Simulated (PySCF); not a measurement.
**SiH4O: geometry relaxation**

SiH4O, computed with RKS PBE0-D4/def2-TZVP, density fitting (PySCF 2.14.0).

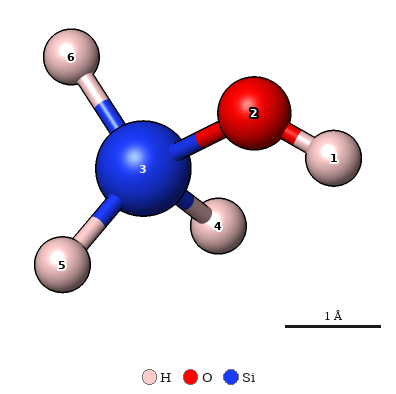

Figure 1. The structure as given in the input (ball-and-stick view, seen at a tilt; atoms are numbered from 1 in the order of the input).

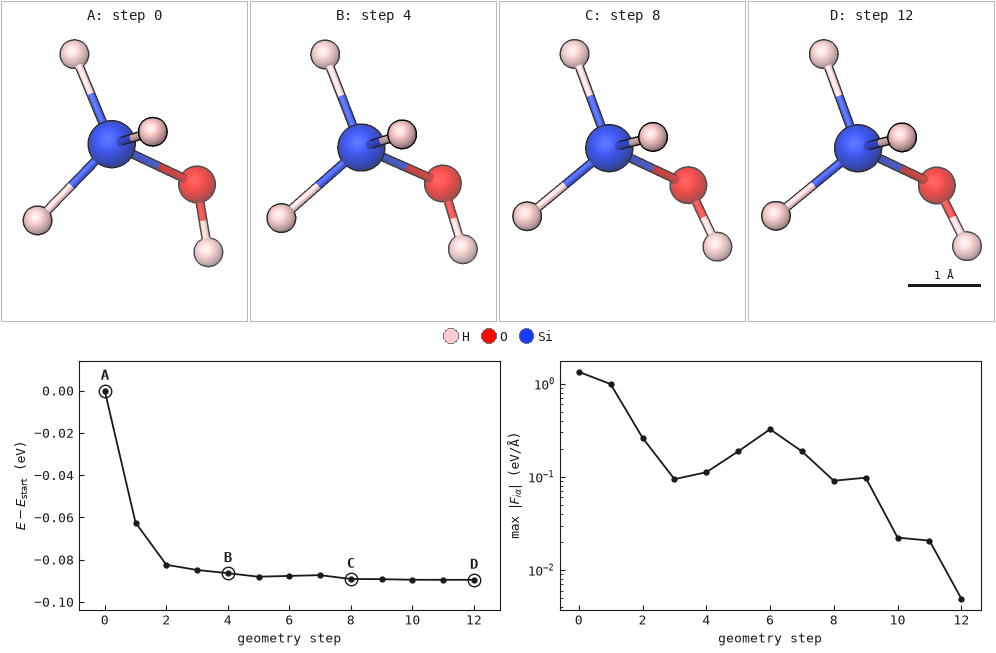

Figure 2. Frames of the relaxation (ball-and-stick view, seen at a tilt) above the curves, on which the letters mark them (the first geometry is step 0 here and step 1 in the log).

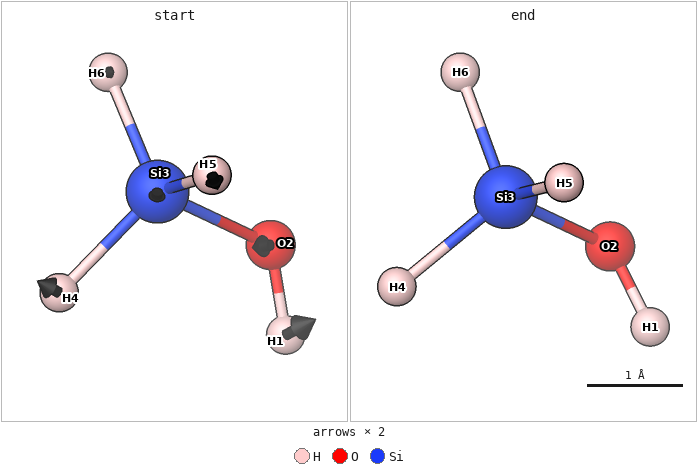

Figure 3. Before (left) and after (right) the relaxation, at one scale (ball-and-stick view, seen at a tilt). The black arrows give the displacements, magnified 2 times. After 12 geometry steps the energy has fallen by 0.090 eV. The largest force component goes from 1.3 to 0.0049 eV/Å. The atom that moves furthest after the best rigid fit is H1 (0.22 Å). By element the largest moves are H 0.22 Å, O 0.14 Å, Si 0.08 Å. Among the contacts that change: O2–Si3 1.702 → 1.648 Å, Si3–H6 1.474 → 1.481 Å, H1–O2 0.963 → 0.958 Å, Si3–H4 1.484 → 1.489 Å. Among the angles that change: O2–Si3–H4 104.5° → 111.7°, H5–Si3–H6 113.0° → 109.8°, H4–Si3–H5 110.9° → 107.9°. (Atoms are counted from 1 in the order of the input.)

The input and output of the run follow.

### The input
```python
import json, numpy as np
from pyscf import gto, scf, dft, mp, cc
EV, BOHR = 27.211386245988, 0.529177210903
mol = gto.M(atom="""
H -0.106923 -1.244718 1.050278
O -0.023505 -0.343572 0.721247
Si 1.365194 0.092858 -0.161026
H 2.451618 -0.731633 0.423736
H 1.179688 -0.220187 -1.591156
H 1.586083 1.528106 0.089750
""", basis="def2-tzvp", charge=0, spin=0, max_memory=8670, verbose=0)
def mean_field(mol, dm=None):
    mf = dft.RKS(mol, xc="pbe0").density_fit()
    mf.conv_tol = 1e-9; mf.grids.level = 4
    mf.kernel(dm0=dm)
    if not mf.converged: mf = mf.newton().run(mf.mo_coeff, mf.mo_occ)
    assert mf.converged
    return mf
def d4(mol):
    from pyscf.dispersion.dftd4 import DFTD4Dispersion
    real = gto.M(atom=[(mol.atom_pure_symbol(i), mol.atom_coord(i)) for i in range(6)], unit='B', charge=mol.charge, spin=None, basis='def2-svp', verbose=0)
    r = DFTD4Dispersion(real, xc="pbe0", atm=True).get_dispersion(grad=True); return r["energy"], r["gradient"]
def energy_and_gradient(mol, dm=None):
    mf = mean_field(mol, dm); e, g = d4(mol)
    return mf, (mf.e_tot + e) * EV, (mf.nuc_grad_method().kernel()[:6] + g) * EV / BOHR
out = {}
# rational-function steps on a BFGS-updated Hessian; the first Hessian (eV/A^2) comes from GFN2-xTB
H = np.load("h0.npy"); x = mol.atom_coords(unit="A").ravel(); dm = old = None; trust = 0.2; steps = []
for it in range(90):
    mol.set_geom_(x.reshape(-1, 3), unit="A"); mf, e, g = energy_and_gradient(mol, dm); g = g.ravel(); dm = mf.make_rdm1()
    print(f"relax step {it + 1}: E = {e:.6f} eV, largest force component {abs(g).max():.4f} eV/A", flush=True); steps.append([e, x.reshape(-1, 3).tolist(), (-g).reshape(-1, 3).tolist()])
    if abs(g).max() < 0.008: out['converged'] = True; break
    if old is not None:
        s, z = x - old[0], g - old[1]
        if s @ z > 1e-8: H = H + np.outer(z, z) / (s @ z) - np.outer(H @ s, H @ s) / (s @ H @ s)
        trust = max(0.03, trust / 2) if e > old[2] + 1e-4 else min(0.35, trust * 1.3)
    w, V = np.linalg.eigh(H); w = np.maximum(abs(w), 0.08); f = V.T @ g; M = np.diag(np.append(w, 0.0)); M[-1, :-1] = M[:-1, -1] = f
    dx = V @ (-f / (w - np.linalg.eigvalsh(M)[0])); big = np.linalg.norm(dx.reshape(-1, 3), axis=1).max(); dx *= min(1, trust / big)
    old = (x, g, e); x = x + dx
out.update(energy=e, forces=steps[-1][2], positions=steps[-1][1], steps=steps)
out['s2'] = mf.spin_square()[0]; out['nelec'] = mol.nelec
print(f"Total energy {out['energy']:.6f} eV, <S^2> {out['s2']:.4f}")
json.dump(out, open("out.json", "w"), default=float)
```

Run as:
```bash
OMP_NUM_THREADS=4 python run.py
```

### What the program printed
```
relax step 1: E = -9986.198132 eV, largest force component 1.3422 eV/A
relax step 2: E = -9986.260532 eV, largest force component 0.9902 eV/A
relax step 3: E = -9986.280499 eV, largest force component 0.2624 eV/A
relax step 4: E = -9986.282985 eV, largest force component 0.0944 eV/A
relax step 5: E = -9986.284491 eV, largest force component 0.1120 eV/A
relax step 6: E = -9986.286162 eV, largest force component 0.1877 eV/A
relax step 7: E = -9986.285783 eV, largest force component 0.3249 eV/A
relax step 8: E = -9986.285433 eV, largest force component 0.1876 eV/A
relax step 9: E = -9986.287235 eV, largest force component 0.0908 eV/A
relax step 10: E = -9986.287329 eV, largest force component 0.0979 eV/A
relax step 11: E = -9986.287607 eV, largest force component 0.0222 eV/A
relax step 12: E = -9986.287631 eV, largest force component 0.0207 eV/A
relax step 13: E = -9986.287640 eV, largest force component 0.0049 eV/A
Total energy -9986.287640 eV, <S^2> 0.0000
```

### Trajectory as extended XYZ (Å, eV, eV/Å), 13 frames, from step=1 to step=13
```
6
Properties=species:S:1:pos:R:3:forces:R:3 step=1 energy=-9986.19813
H    -0.1069   -1.2447    1.0503    0.2046   0.2960  -0.2268
O    -0.0235   -0.3436    0.7212    0.7413   0.3670  -0.6041
Si    1.3652    0.0929   -0.1610   -1.3411  -0.9533   1.3422
H     2.4516   -0.7316    0.4237    0.2965   0.0834  -0.2047
H     1.1797   -0.2202   -1.5912    0.0820   0.0842  -0.1983
H     1.5861    1.5281    0.0897    0.0166   0.1225  -0.1088
6
Properties=species:S:1:pos:R:3:forces:R:3 step=2 energy=-9986.26053
H    -0.1301   -1.2191    1.0127   -0.1014   0.0289   0.0013
O    -0.0187   -0.3120    0.7259   -0.6928  -0.3911   0.5370
Si    1.3254    0.0462   -0.0996    0.9902   0.4362  -0.6916
H     2.5208   -0.7180    0.3774   -0.1471   0.0277   0.0447
H     1.1955   -0.2193   -1.5634   -0.0535  -0.0490   0.0839
H     1.5583    1.5023    0.0777    0.0045  -0.0534   0.0246
6
Properties=species:S:1:pos:R:3:forces:R:3 step=3 energy=-9986.28050
H    -0.1858   -1.1911    0.9929    0.0005   0.1090  -0.0587
O    -0.0379   -0.2812    0.7260    0.2210  -0.0751  -0.0486
Si    1.3548    0.0472   -0.1091   -0.2624   0.0512   0.0634
H     2.4991   -0.7402    0.4175    0.0373  -0.0335   0.0338
H     1.2083   -0.2562   -1.5587    0.0058  -0.0184   0.0091
H     1.6113    1.4980    0.0597   -0.0026  -0.0337   0.0013
6
Properties=species:S:1:pos:R:3:forces:R:3 step=4 energy=-9986.28298
H    -0.1502   -1.2313    0.9878    0.0010   0.0944  -0.0486
O    -0.0117   -0.3121    0.7511   -0.0015  -0.0756   0.0435
Si    1.3429    0.0598   -0.1118    0.0228  -0.0830   0.0663
H     2.5216   -0.6962    0.4038   -0.0233   0.0388  -0.0280
H     1.1822   -0.2644   -1.5544    0.0052   0.0085  -0.0169
H     1.5596    1.5145    0.0544   -0.0044   0.0165  -0.0164
6
Properties=species:S:1:pos:R:3:forces:R:3 step=5 energy=-9986.28449
H    -0.1577   -1.2317    0.9818    0.0006   0.1000  -0.0407
O    -0.0017   -0.3096    0.7679   -0.0591  -0.1120   0.0673
Si    1.3426    0.0554   -0.1092    0.0851   0.0165  -0.0055
H     2.5358   -0.6689    0.4171   -0.0223   0.0323  -0.0238
H     1.1844   -0.3014   -1.5463   -0.0011  -0.0010   0.0135
H     1.5358    1.5200    0.0196   -0.0035  -0.0360  -0.0106
6
Properties=species:S:1:pos:R:3:forces:R:3 step=6 energy=-9986.28616
H    -0.1717   -1.2314    0.9705    0.0150   0.1615  -0.0333
O     0.0180   -0.3042    0.8052   -0.0583  -0.1877   0.0570
Si    1.3432    0.0511   -0.1048    0.0856   0.0635  -0.0529
H     2.5643   -0.6235    0.4236   -0.0365   0.0208  -0.0172
H     1.1711   -0.3611   -1.5280   -0.0010   0.0029   0.0522
H     1.5053    1.5244   -0.0310   -0.0047  -0.0607  -0.0053
6
Properties=species:S:1:pos:R:3:forces:R:3 step=7 energy=-9986.28578
H    -0.1706   -1.2187    0.9865   -0.0827  -0.3249   0.0547
O     0.0288   -0.3029    0.8238    0.0886   0.3121  -0.0546
Si    1.3431    0.0471   -0.1058    0.0258   0.0939  -0.0660
H     2.5813   -0.5854    0.4309   -0.0261   0.0011  -0.0068
H     1.1649   -0.4108   -1.5154    0.0063   0.0069   0.0719
H     1.4809    1.5259   -0.0784   -0.0116  -0.0886   0.0012
6
Properties=species:S:1:pos:R:3:forces:R:3 step=8 energy=-9986.28543
H    -0.2062   -1.2146    0.9484    0.0439   0.1700  -0.0207
O     0.0434   -0.2924    0.8452   -0.0265  -0.1876   0.0315
Si    1.3533    0.0486   -0.0952   -0.1567  -0.0265  -0.0422
H     2.5845   -0.5999    0.4064    0.1325  -0.0876   0.0819
H     1.1499   -0.3915   -1.4993   -0.0133  -0.0294  -0.0608
H     1.5063    1.5119   -0.0528    0.0209   0.1619   0.0105
6
Properties=species:S:1:pos:R:3:forces:R:3 step=9 energy=-9986.28723
H    -0.1718   -1.2315    0.9721    0.0192   0.0908  -0.0139
O     0.0478   -0.3057    0.8489    0.0097  -0.0779  -0.0093
Si    1.3452    0.0541   -0.1034    0.0230   0.0080   0.0233
H     2.5968   -0.5709    0.4179   -0.0536   0.0278  -0.0307
H     1.1457   -0.4129   -1.5049    0.0090   0.0070   0.0308
H     1.4718    1.5319   -0.0794   -0.0068  -0.0548  -0.0001
6
Properties=species:S:1:pos:R:3:forces:R:3 step=10 energy=-9986.28733
H    -0.1780   -1.2208    0.9705   -0.0252  -0.0979   0.0082
O     0.0384   -0.3005    0.8315    0.0085   0.0933   0.0067
Si    1.3481    0.0542   -0.1020    0.0002   0.0037  -0.0155
H     2.5844   -0.5867    0.4222    0.0176  -0.0059   0.0109
H     1.1619   -0.3979   -1.5079   -0.0027  -0.0007  -0.0073
H     1.4870    1.5272   -0.0627    0.0021   0.0082  -0.0027
6
Properties=species:S:1:pos:R:3:forces:R:3 step=11 energy=-9986.28761
H    -0.1813   -1.2181    0.9691    0.0030   0.0218  -0.0037
O     0.0490   -0.2960    0.8494    0.0044  -0.0222  -0.0014
Si    1.3493    0.0546   -0.1008   -0.0165   0.0058  -0.0058
H     2.5946   -0.5731    0.4192    0.0100  -0.0065   0.0051
H     1.1512   -0.4138   -1.5006   -0.0003   0.0004   0.0070
H     1.4819    1.5289   -0.0787    0.0000   0.0017  -0.0010
6
Properties=species:S:1:pos:R:3:forces:R:3 step=12 energy=-9986.28763
H    -0.1799   -1.2180    0.9678    0.0050   0.0207  -0.0036
O     0.0531   -0.2960    0.8525   -0.0019  -0.0203   0.0045
Si    1.3508    0.0571   -0.0999   -0.0010   0.0038  -0.0038
H     2.6004   -0.5632    0.4209   -0.0037   0.0007  -0.0006
H     1.1521   -0.4175   -1.4973    0.0019  -0.0002   0.0033
H     1.4766    1.5323   -0.0836    0.0003  -0.0038   0.0003
6
Properties=species:S:1:pos:R:3:forces:R:3 step=13 energy=-9986.28764
H    -0.1785   -1.2138    0.9697    0.0000   0.0022   0.0000
O     0.0567   -0.2925    0.8563    0.0049  -0.0006  -0.0039
Si    1.3520    0.0590   -0.1001   -0.0010   0.0015   0.0028
H     2.6031   -0.5586    0.4205   -0.0025   0.0005  -0.0014
H     1.1516   -0.4204   -1.4956   -0.0001  -0.0001   0.0024
H     1.4771    1.5343   -0.0884   -0.0007  -0.0025   0.0000
```

### Key numbers

- outcome: converged
- total energy: −9986.2876 eV
- largest force (length of the vector) at the end: 0.006 eV/Å
- hardware: 4 threads of Arm Neoverse V1, 23 GiB of memory available, shared host
- wall time: 31 s (CPU time 1.7 min)
- peak memory: 0.89 GiB
